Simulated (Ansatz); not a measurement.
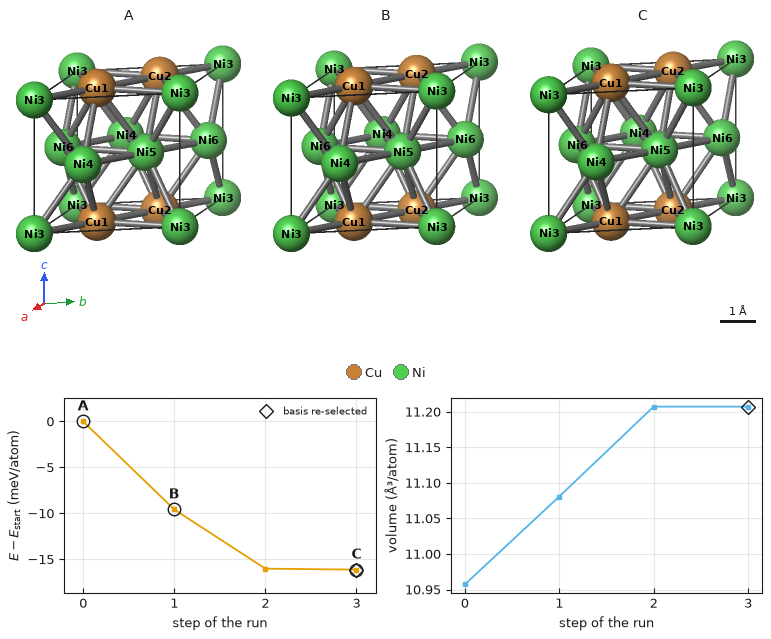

Frames of a relaxation of a crystal of CuNi2 (a generated structure, set up in P-62m) (coarse preliminary run), marked on the history of the run. The picture is a ball-and-stick view of the cell of the calculation, seen slightly off an axis.

The calculation used DFT PBE, scalar-relativistic, plane waves, PAW (Ansatz). (plane-wave cutoff 420 eV; k-point mesh 6 × 6 × 4; occupations gaussian; smearing width 0.1 eV; collinear spin; cell and atoms relaxed; force threshold 0.04 eV/Å; at most 70 steps)

Describe the path.

Answer. The largest moves relative to the cell, 0.022 Å, are those of Ni4, Ni5 and Ni6. Ni5 goes along [1 1 0]. Cu stays in place. The drawn cell changes as follows: a = b 4.366 → 4.334 Å (−0.7 %), c 3.983 → 4.133 Å (+3.8 %); the volume changes by +2.3 %. Near-neighbour distances that change, for instance: Cu1–Ni4 2.466 → 2.528 Å, Ni4–Ni5 2.521 → 2.465 Å, Ni3–Ni4 2.466 → 2.509 Å, Cu1–Ni3 2.521 → 2.502 Å. The space group stays P-62m (No. 189). Over 2 accepted moves (3 points after the start) the energy falls by 16.1 meV per atom. The largest force component goes from 0.26 to 0.03 eV/Å. Pressure: 4.78 GPa at the start and 0.20 GPa at the end. At 1 point the geometry stayed and the basis and grid were re-selected for the new cell (energy shift of 0.1 meV per atom at most each time). Cost: 77 s on 4 threads of AMD EPYC (Zen 3) (shared host), peak memory 0.55 GiB. From step 0 to 1: volume +1.1 %, energy −9.6 meV per atom. From step 1 to 3: volume +1.1 %, energy −6.5 meV per atom.

| step | E − E(0), meV/atom | largest force component, eV/Å | pressure, GPa | volume, Å³/atom | note |
| --- | --- | --- | --- | --- | --- |
| 0 | 0.00 | 0.2589 | 4.78 | 10.957 |  |
| 1 | -9.58 | 0.1893 | 2.39 | 11.081 |  |
| 2 | -16.01 | 0.0302 | 0.20 | 11.207 |  |
| 3 | -16.12 | 0.0302 | 0.20 | 11.207 | same geometry, new basis |

Limits of the set-up: the k-point mesh is coarse for a cell with partly filled bands.
